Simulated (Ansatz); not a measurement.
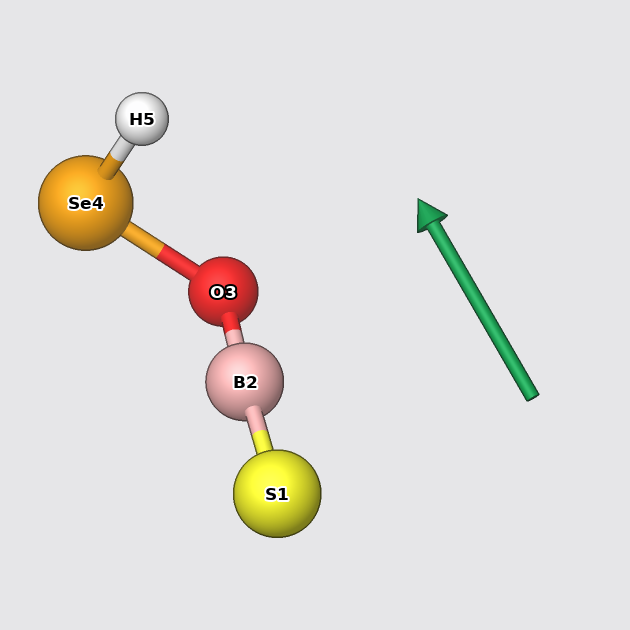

The arrow beside the molecule shows the direction of the dipole moment, from the negative to the positive end (its length means nothing). The computed structure is the end point of a PBE0-D4/def2-TZVP optimisation. No frequency run is at hand to confirm it as a minimum. Level of theory: RKS PBE0-D4/def2-TZVP (Ansatz 0.2.0).

How large is the dipole moment?

Answer. 3.53 D; it points from the side of S1 to the side of H5 (the outermost atoms at the two ends).
